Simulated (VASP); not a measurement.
Band structure of KI (rock salt). Calculation: modified Becke-Johnson potential (mBJ), VASP's PBE PAW potentials (set 64) (plane waves; VASP).

mBJ is a potential without an energy functional, so only the levels count. Unless said otherwise, spin-orbit coupling is left out, though it shifts the bands of the heavy elements here.

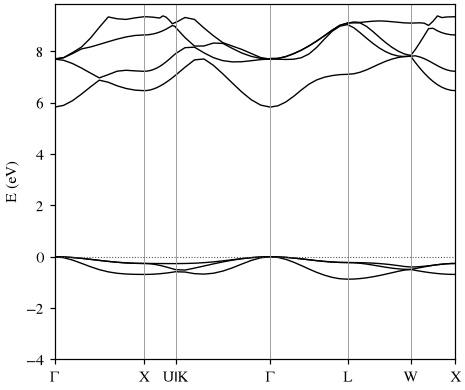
*Bands along high-symmetry lines, zero at the valence-band maximum or, without a gap, the Fermi level*

Task: Read the plot: is there a gap, and where are the band edges?

Result: The gap is direct, 5.83 eV, from the valence maximum at Γ to the conduction minimum at Γ.

Measured: gap 6.10 eV (computed value off by -0.27 eV), as given by Aguado et al., (1998), arXiv:cond-mat/9809176.

The compound is KI in the rock salt structure. It was relaxed first, which changed the volume by +5 %. The cell's shape comes from a PBE relaxation.
